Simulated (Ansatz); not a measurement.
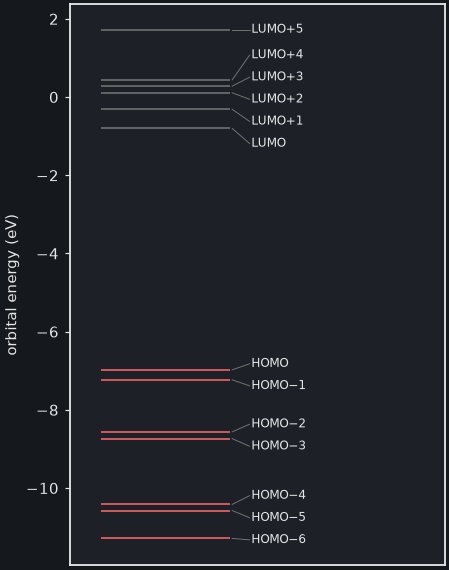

Kohn-Sham orbital energies near the frontier, r2SCAN/def2-TZVPP, the Ansatz code 0.2.0, at a PBE0-D4/def2-TZVP geometry (a minimum by its frequencies), isolated molecule; empty levels in grey, levels within 0.03 eV side by side.

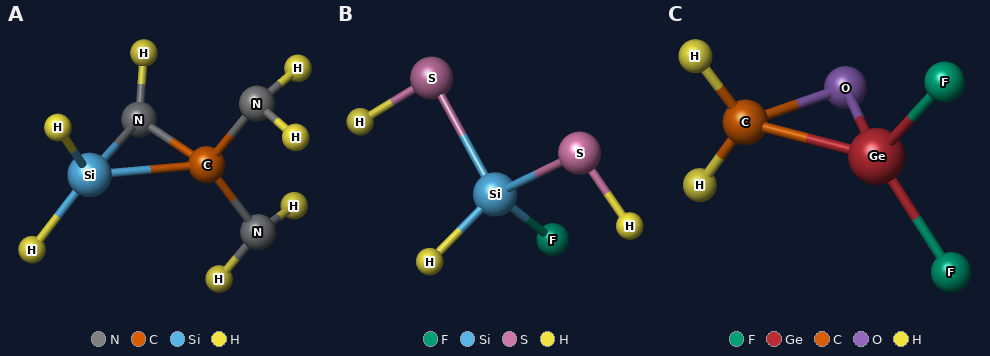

Which molecule has this level scheme? The candidates are drawn in the second picture.

Structure B, SiH₃S₂F, SMILES F[SiH](S)S. HOMO −6.98 eV, LUMO −0.80 eV, separation 6.18 eV.

Caveats: empty levels above zero depend strongly on the basis.
